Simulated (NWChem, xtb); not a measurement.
## CH7GaO (SMILES C[OH+][GaH3-]): methods side by side

CH7GaO has 10 atoms, charge 0, and is taken as a singlet. As SMILES, `C[OH+][GaH3-]`. The coordinates come from a PBE0-D4/def2-TZVP relaxation.

Quantity: the dipole moment, in D. The values are calculated.

```
                             level            kind  program  value (D)
                          GFN2-xTB  semi-empirical      xtb       5.08
                          GFN0-xTB  semi-empirical      xtb       4.59
                          GFN1-xTB  semi-empirical      xtb       5.24
                         HF/STO-3G    Hartree–Fock   NWChem       4.85
                          HF/3-21G    Hartree–Fock   NWChem       4.81
                       HF/def2-SVP    Hartree–Fock   NWChem       4.46
                      BP86/pcseg-1             GGA   NWChem       4.30
                     TPSS/def2-SVP        meta-GGA   NWChem       4.37
B3LYP/6-31G* (spherical functions)   global hybrid   NWChem       4.35
B3LYP/6-31G* (Cartesian functions)   global hybrid   NWChem       4.34
```

All-electron rows without a relativistic Hamiltonian named are non-relativistic. The values span 4.30 to 5.24 D. Magnitudes only. Sets without polarisation functions give poor dipoles. Without the sets that lack polarisation functions the rows with a basis span only 4.30 to 4.46 D.

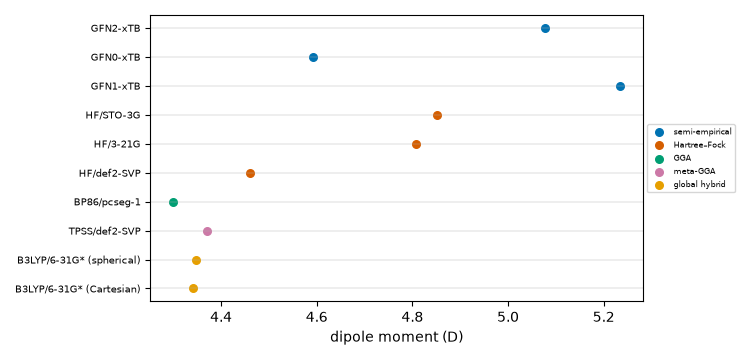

The values of the table, level by level.
